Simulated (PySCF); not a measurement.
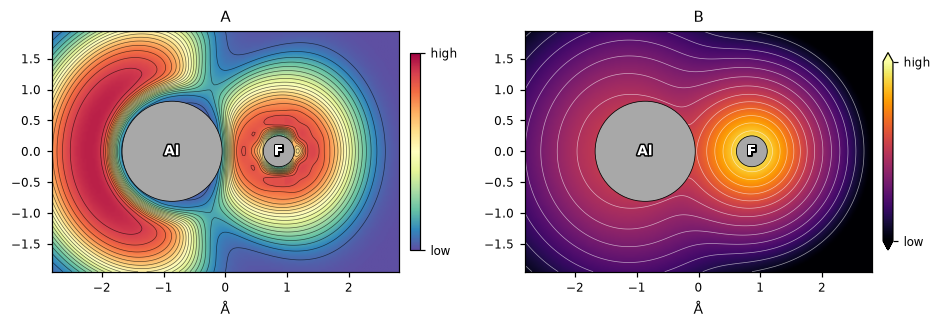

AlF (charge −1, doublet): 2 fields on a plane that holds the molecular axis, with unlabelled colour scales. Grey discs cover the atomic cores.

All numbers below come from PBE0/aug-cc-pVDZ(-PP), non-relativistic Hamiltonian with scalar-relativistic core potentials where named, at a bond length of 1.727 Å in PySCF 2.14.0.

Match the panels to the quantities (electron density and electron localisation function).

Answer. Panel A: electron localisation function. Panel B: electron density. From the grid: Al–F (1.73 Å): ρ at the midpoint is about 0.7 e/Å³; the ELF peaks at about 0.85 in the valence shell of F, 0.6 Å from its nucleus, and is about 0.30 at the midpoint.
